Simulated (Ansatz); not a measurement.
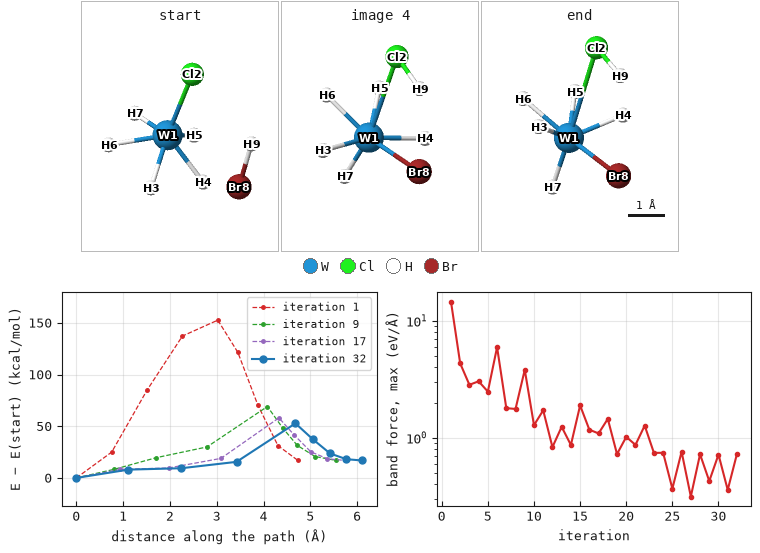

NEB run on WH₆BrCl, made up at the start of WH5Cl and HBr. Images are numbered from 0 (start) to 8 (end). The plot follows the band through its iterations. A ball-and-stick model, seen from a free direction.

These are results of RKS PBE0-D4/def2-SVP in Ansatz, not measurements. Run with 7 movable images; climbing image from the first iteration; force threshold 0.05 eV/Å; iteration limit 32; optimiser L-BFGS; starting path through a guess of the saddle point.

**Judge this run.**

The result isn't final. The band hadn't converged when the run stopped after 32 iterations. The largest component of the band force went from 15 to 0.73 eV/Å. The barrier read from it is provisional: over the last two iterations the highest image moved from 53.2 kcal/mol to 52.8 kcal/mol. The first iteration put the highest image at 152.6 kcal/mol. The highest point, image 4, lies 52.8 kcal/mol above the start and 35.9 kcal/mol above the end; the end is at +16.9 kcal/mol relative to the start.
